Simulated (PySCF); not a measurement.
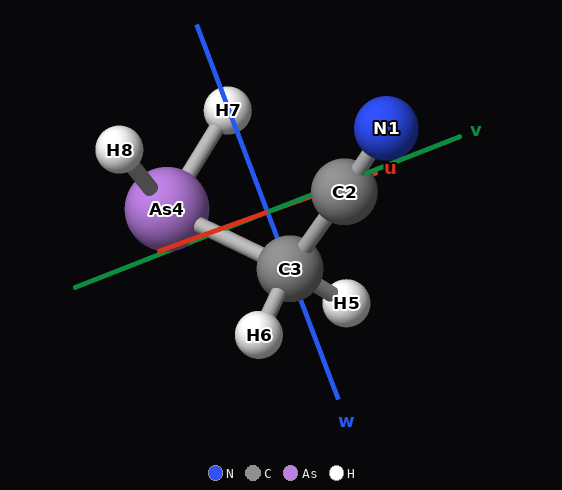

The lines u, v and w are the principal axes of the static dipole polarisability. The geometry was computed by an optimisation with PBE0-D3(BJ)/def2-SVP. No frequency run is at hand to confirm it as a minimum. Method: ωB97X-D/def2-SVPD (PySCF 2.14.0).

> Along which axis is the molecule most polarisable, and along which least?

Most along v (close to the long direction N1···As4), least along u.

> Give the three principal values.

u 49.6, v 75.5, w 55.5 bohr³; mean 60.2, anisotropy 23.5 bohr³.
